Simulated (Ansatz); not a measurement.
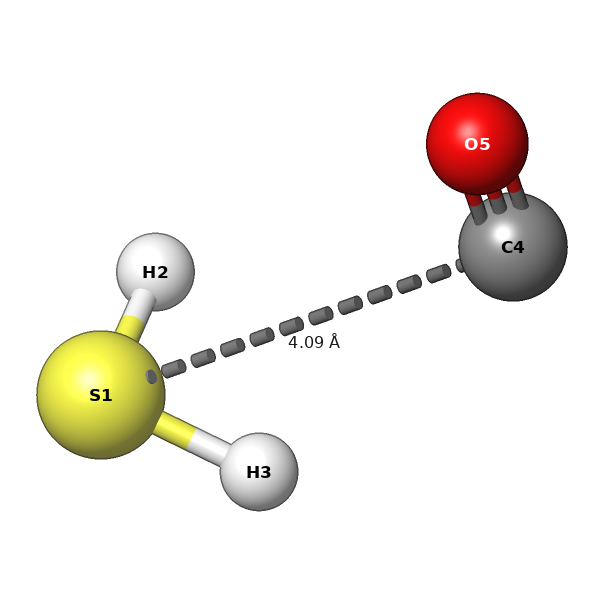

Two molecules or ions; the broken line marks their closest contact (measured against van der Waals radii). Geometry: a pair of rigid molecules at a changed separation. Program: Ansatz 0.2.0.

**Which two species are they?**

H2S and CO (`S.[C-]#[O+]`).

Give the counterpoise-corrected interaction energy (kcal/mol, monomers kept as in the pair) with RHF-CCSD(T) (frozen core)/def2-TZVPPD; r2SCAN-D4/def2-TZVPPD.

| level | interaction energy (kcal/mol) |
| --- | --- |
| RHF-CCSD(T) (frozen core)/def2-TZVPPD | −0.5 |
| r2SCAN-D4/def2-TZVPPD | −0.6 |
